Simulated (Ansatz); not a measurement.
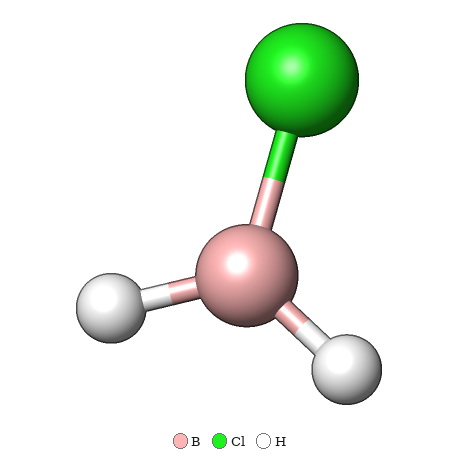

A ball-and-stick model of a molecule. Every bond is drawn as one stick, whatever its order.

Computed geometry: PBE0-D4/def2-TZVP optimisation.

What is the molecular formula?

Answer. BClH2, 4 atoms: 1 boron, 1 chlorine and 2 hydrogen.

What is the point group of this geometry?

Answer. C2v.

Count the bonded pairs by element.

Answer. 2 B–H, 1 B–Cl. Sticks follow a distance rule.

How many atoms are distinct by symmetry?

Answer. 3: 1 B, 1 Cl, 2 H.

The parts below concern this one geometry. Atoms keep their numbers from picture to picture.

### Thermal motion

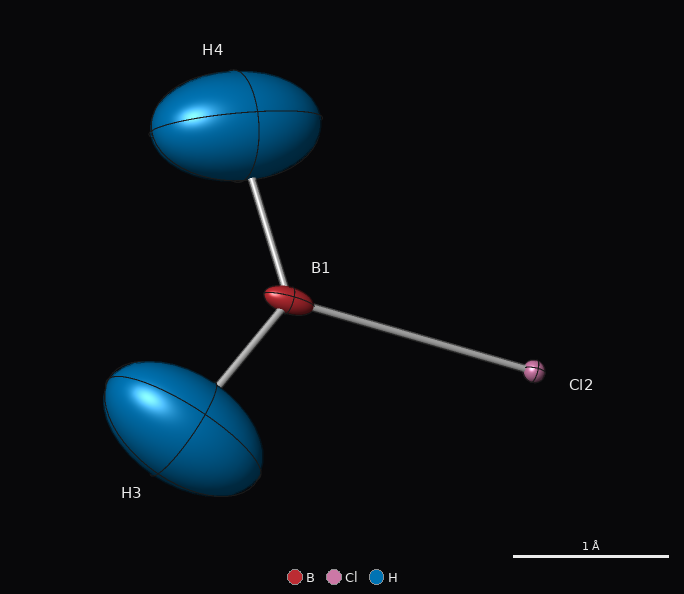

Displacement ellipsoids at the 50 % level, enlarged 3 times, from the internal vibrations of the free molecule (harmonic, no overall translation or rotation; no half-axis is drawn under 0.075 Å). Vibrations computed with RKS PBE0-D4/def2-TZVP (Ansatz 0.2.0). Temperature: 400 K.

Which atom has the largest mean-square displacement?

Answer. H3, H4, with U_eq = 0.0096 Å².

Does H4 move more along its bond or across it?

Answer. Across it: the root-mean-square amplitude is 0.079 Å along the bond and up to 0.127 Å across, since bending and torsion are softer than stretching.

Give the displacement parameters, one line for each set of equivalent atoms.

| atom | U_eq (Å²) | rms amplitudes (Å) |
| --- | --- | --- |
| B1 | 0.00073 | 0.019, 0.020, 0.038 |
| Cl2 | 0.00006 | 0.002, 0.004, 0.013 |
| H3, H4 | 0.0096 | 0.078, 0.082, 0.127 |

### Vibrations

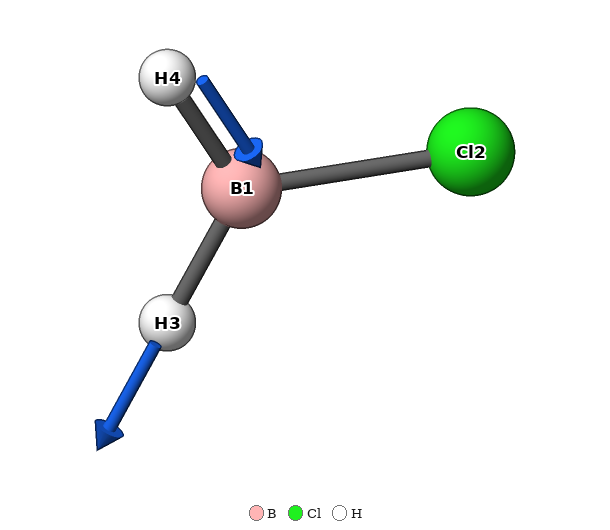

The arrows show one normal mode. Harmonic vibrations computed with RKS PBE0-D4/def2-TZVP (Ansatz 0.2.0) at a stationary point of the same level.

What kind of motion is it?

Answer. Mostly out-of-phase stretching of 2 B–H bonds.

At what wavenumber does it lie?

Answer. 2727 cm⁻¹; it is mode 6 of 6 counted from the lowest.

### Dipole moment

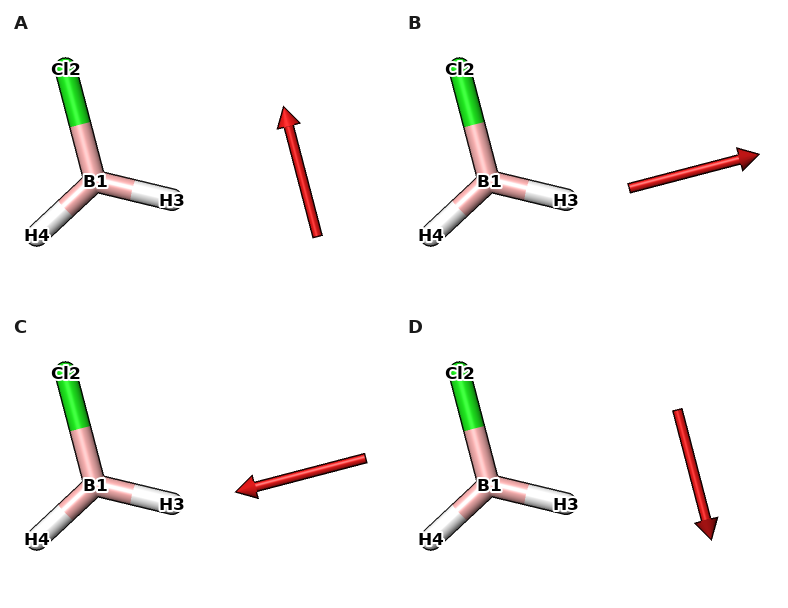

The same molecule four times, each with an arrow. Method: RKS PBE0-D4/def2-TZVP (Ansatz 0.2.0).

Which arrow points along the dipole moment, from the negative to the positive end?

Answer. D. The dipole moment is 0.54 D; it points from the side of Cl2 to the side of H3, H4 (the outermost atoms at the two ends).

### Electronic properties

Level of theory: RKS PBE0-D4/def2-TZVPP (Ansatz 0.2.0).

Estimate the HOMO energy (Kohn–Sham orbital).

Answer. −8.65 eV.

Give the LUMO energy (Kohn–Sham orbital) at this level.

Answer. −1.82 eV.
